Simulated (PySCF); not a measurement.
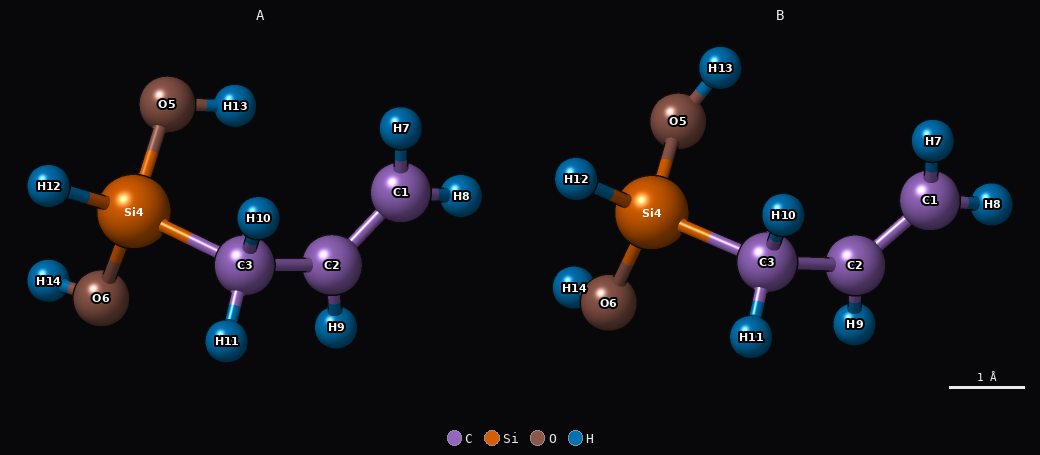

Two geometries of C3H8O2Si, drawn at one scale. One is the start of a relaxation, the other its converged end. The picture is a ball-and-stick view, seen at a tilt.

The calculation used PySCF 2.14.0, density-fitted response routines, PBE0-D3(BJ)/def2-SVP geometry optimisation, gas phase. 

Q: Which of the two is the end point?

A: Structure A is the relaxed one. The start comes from GFN2-xTB. H13 moves most after the best rigid fit: 0.73 Å. Largest moves by element: H 0.73 Å, O 0.45 Å, C 0.18 Å, Si 0.06 Å. Near-neighbour distances that change, for instance: Si4–O6 1.619 → 1.665 Å, C3–Si4 1.908 → 1.880 Å, Si4–O5 1.632 → 1.660 Å, Si4–H12 1.463 → 1.488 Å. Among the angles between lasting bonds that change: Si4–O5–H13 120.6° → 112.7°, O5–Si4–O6 106.2° → 112.8°, O5–Si4–H12 109.2° → 105.3°. Groups turn about Si4–O5 by about 85°, Si4–O6 by about 25°. After 14 geometry steps the energy has fallen by 0.248 eV. The largest force component goes from 0.89 to 0.022 eV/Å. The run took roughly 2.4 core-minutes on a shared host.
